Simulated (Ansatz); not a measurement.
Redistribution: BH2I + BH(CH3)(OH) → BH2(OH) + BH(CH3)I

Species: BH2I `BI`, singlet; BH(CH3)(OH), singlet; BH2(OH), singlet; BH(CH3)I, singlet. The partners trade I for OH; both sit on B, so the bond types are kept.

Shapes, held fixed at every level: PBE0-D4/def2-TZVP. Flexible molecules stand in one conformer, not always the lowest. Programs: Ansatz 0.2.0. The zero-point and thermal change to 298 K, harmonic and unscaled (PBE0-D4/def2-TZVP), is +0.7 kJ/mol.

| level | kind | ΔH(298 K) (kJ/mol) | less CCSD(T)/def2-TZVPP | CPU time (sum over the molecules) |
| --- | --- | --- | --- | --- |
| SPW92/def2-TZVPP | LDA | -2.6 | -1.4 | 6 s |
| BHLYP-D4/def2-TZVPP | global hybrid | -2.7 | -1.5 | 11 s |
| PBE0-D4/def2-TZVPP | global hybrid | -2.8 | -1.6 | 9.3 s |
| B2PLYP/def2-TZVPP | double hybrid | -1.6 | -0.4 | 17 s |
| CCSD(T)/def2-SVP | coupled cluster or CI | -1.1 | +0.1 | 10 s |
| CCSD/def2-TZVPP | coupled cluster or CI | -0.6 | +0.6 | – |
| CCSD(T)/def2-TZVPP | coupled cluster or CI | -1.2 | 0.0 | 1.8 min |

The highest level, CCSD(T)/def2-TZVPP, gives ΔH(298 K) = -1.2 kJ/mol; the levels span -2.8 to -0.6. That is about zero within the method's error. The column of differences is taken from that level and isn't an error. No measured value is set beside it here. For atoms past krypton def2 sets carry core potentials with scalar relativity. Outer-core shells of I are correlated in most correlated rows, in sets that cover them unevenly. Times are processor times on shared x86 and Arm servers, and rough.

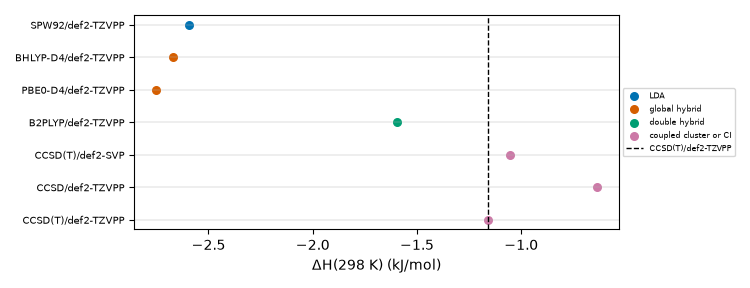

The values of the table, level by level.
